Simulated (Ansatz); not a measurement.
## Hypothetical fluorite ZnBr2, response to strain

Start from ZnBr₂ in the fluorite structure (space group Fm-3m, No. 225; a hypothetical phase, not in the database extracts checked).

```xyz
3
Lattice="0.0000 3.3457 3.3457 3.3457 0.0000 3.3457 3.3457 3.3457 0.0000" Properties=species:S:1:pos:R:3 pbc="T T T"
Zn     0.0000     0.0000     0.0000
Br     1.6729     1.6729     1.6729
Br     5.0186     5.0186     5.0186
```

Strains are applied to the cell and any free atomic positions relax.

Computed with r2SCAN, PAW, 500 eV (Ansatz, a quantum-chemistry and plane-wave program; no SOC).

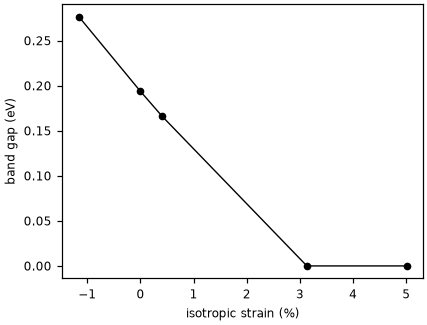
*Band gap against isotropic strain*

Problem. From the plot, what is the band gap for isotropic strain +5.01 %?

Solution. About 0.00 eV.

Problem. Is the trend monotonic over the range shown?

Solution. Yes, it falls throughout, spanning zero to 0.28 eV.

The mesh was chosen for an insulator and is coarse for the gapless case. Stability against distortions was not tested. All final runs are without spin polarisation. The zero or small gap of ZnBr2 can change with the level of theory.
